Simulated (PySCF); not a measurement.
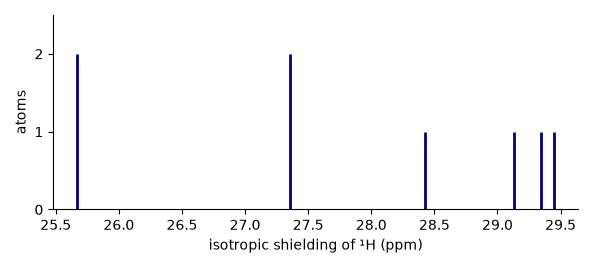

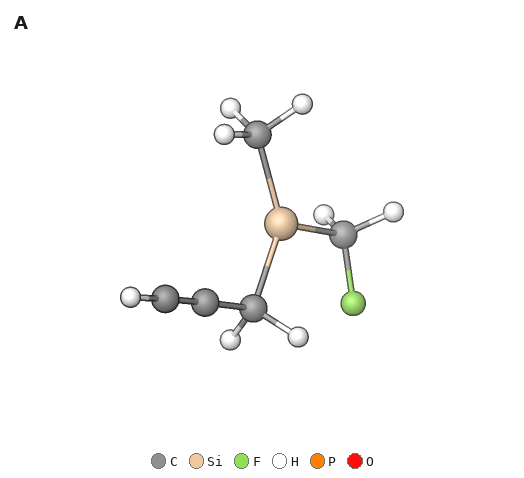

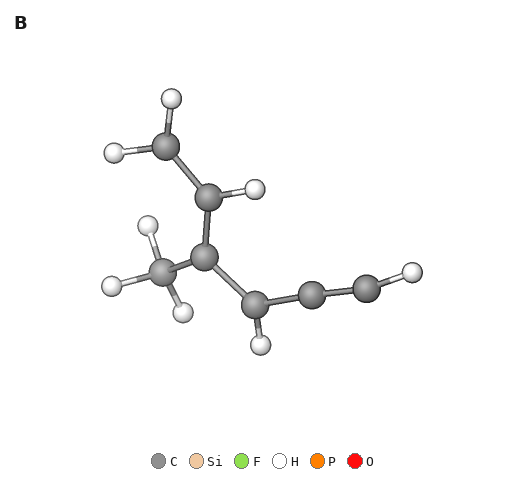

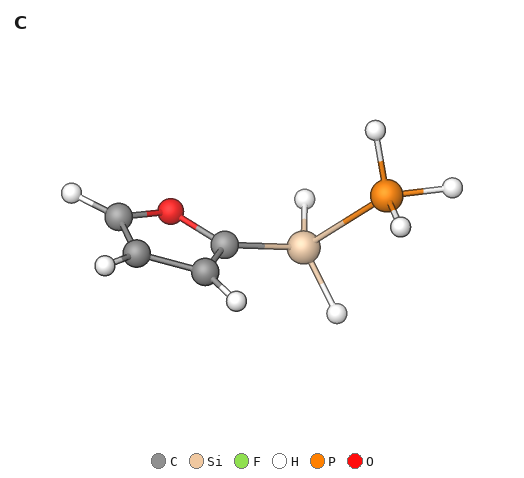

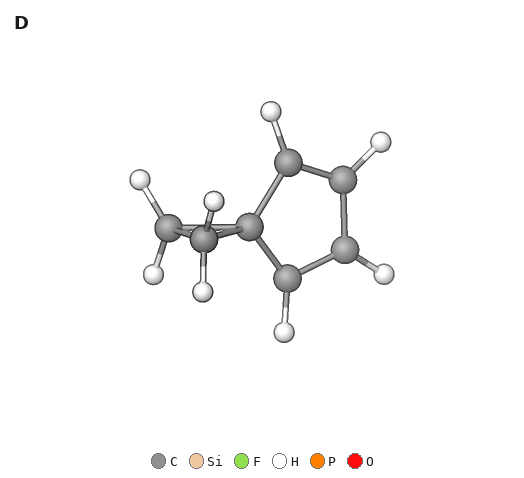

The sticks are computed shieldings of one of the molecules, for one fixed geometry (GFN2-xTB) without averaging over rotations. Low shielding means a high chemical shift. Method: GIAO PBE0/pcSseg-1 NMR shielding, non-relativistic, gas phase (PySCF 2.14.0).

### Match the spectrum to a structure.

A, `C#CC[Si+](C)CF`. Its 8 H atoms give lines at 25.67 (2 atoms), 27.36 (2 atoms), 28.43, 29.13, 29.35, 29.45 ppm.

The geometry is semi-empirical. Around Si such bond lengths and angles can be off by a tenth of an ångström or more and by several degrees, and values that hang on the shape move with them.
